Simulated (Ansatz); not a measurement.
# CH10BNSi2 (SMILES NB([SiH3])C[SiH3]): what the fields show

```yaml
atoms:
  - { symbol: N, position_ang: [-0.3279, -0.5658, 1.8970] }
  - { symbol: B, position_ang: [-0.5042, -0.1864, 0.5655] }
  - { symbol: Si, position_ang: [-1.4556, 1.5731, 0.1942] }
  - { symbol: C, position_ang: [0.0543, -1.0846, -0.6016] }
  - { symbol: Si, position_ang: [1.7226, -0.4540, -1.2180] }
  - { symbol: H, position_ang: [-0.6430, -0.0141, 2.6841] }
  - { symbol: H, position_ang: [0.1340, -1.4270, 2.1689] }
  - { symbol: H, position_ang: [-2.6221, 1.3842, -0.7305] }
  - { symbol: H, position_ang: [-1.9820, 2.1986, 1.4548] }
  - { symbol: H, position_ang: [-0.5540, 2.5817, -0.4538] }
  - { symbol: H, position_ang: [-0.6199, -1.0806, -1.4751] }
  - { symbol: H, position_ang: [0.1965, -2.1359, -0.2919] }
  - { symbol: H, position_ang: [1.6104, 0.9460, -1.7308] }
  - { symbol: H, position_ang: [2.2412, -1.3184, -2.3245] }
  - { symbol: H, position_ang: [2.7279, -0.4674, -0.1089] }
```

Level of theory: RKS PBE0-D4/def2-SVP in Ansatz.

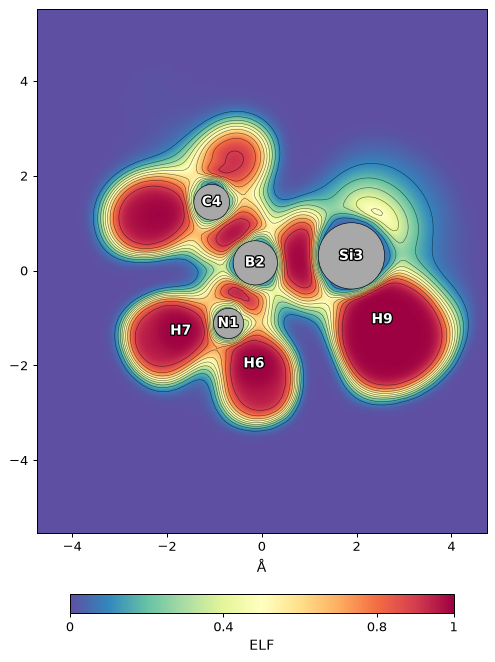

Figure 1. ELF on the plane of atoms B2, N1 and H7. Grey discs cover the atomic cores.

Question: What does the map show?

Answer: Atoms in the plane: N, B, Si, C and H.
B–N (1.40 Å): the ELF peaks at about 0.95 between the atoms, as expected for a polar covalent bond.
C–B (1.58 Å): the ELF peaks at about 0.95 between the atoms; a shared electron pair.
Si–B (2.03 Å): the ELF peaks at about 1 between the atoms: a shared electron pair.
N–H (1.01 Å): the ELF climbs to about 1 towards the hydrogen, as it does in any bond to H (an ordinary covalent bond to hydrogen).
Si–H (1.50 Å): the ELF climbs to about 1 towards the hydrogen.

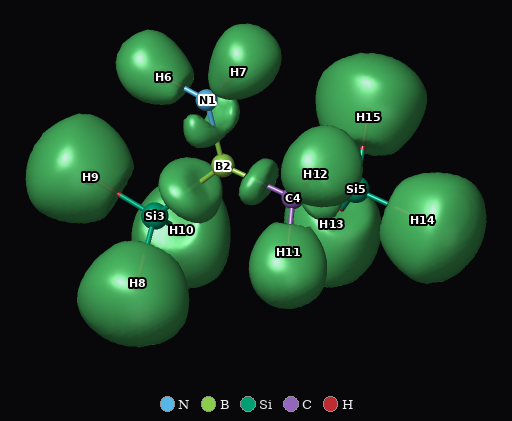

Figure 2. Isosurface of the ELF at 0.85 (green), seen at an oblique angle. Core shells and regions of very low density are left out.

Question: What do the ELF domains correspond to?

Answer: At this value the surface marks out one region between bonded B–C atoms (shared pairs), one region between bonded B–N atoms (shared pairs), one region between bonded B–Si atoms (shared pairs), one region between bonded C–Si atoms (shared pairs) and ten regions around hydrogen nuclei.

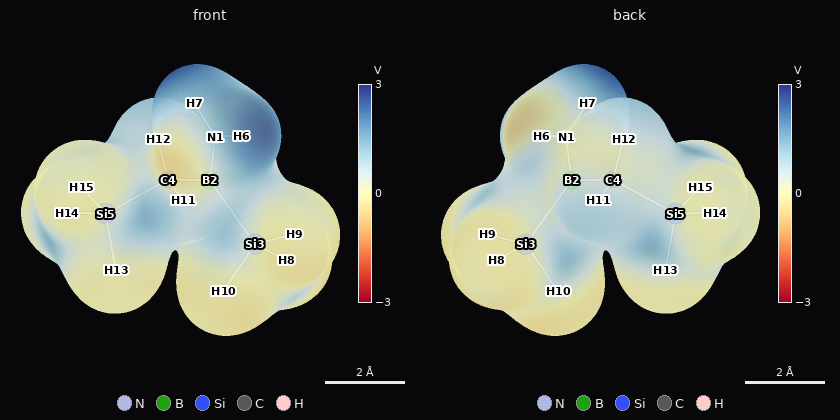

Figure 3. The molecular electrostatic potential painted on the density surface at 0.004 e/bohr³, seen from the front and from behind; the colour scale runs from red (negative) to blue (positive).

Question: Which sites attract a positive test charge, and which a negative one?

Answer: A positive charge is drawn to the negative regions and a negative charge to the positive ones. The most negative region (about −0.5 V) lies over N1, the most positive (about +2.5 V) over H6 and H7.

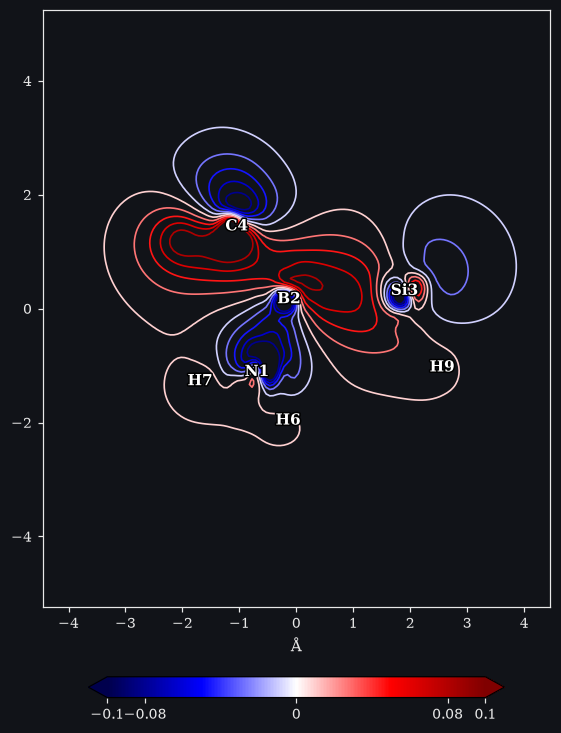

Figure 4. The HOMO−1 on the plane of atoms N1, B2 and Si3 (values in Å⁻³ᐟ²; the overall sign is arbitrary).

Question: Where does this orbital lie, and at what energy?

Answer: By Hirshfeld shares it lies mainly on N1 (about 50 %), C4 (about 10 %), B2 (about 10 %) and Si5 (about 10 %). Its energy is −8.31 eV.
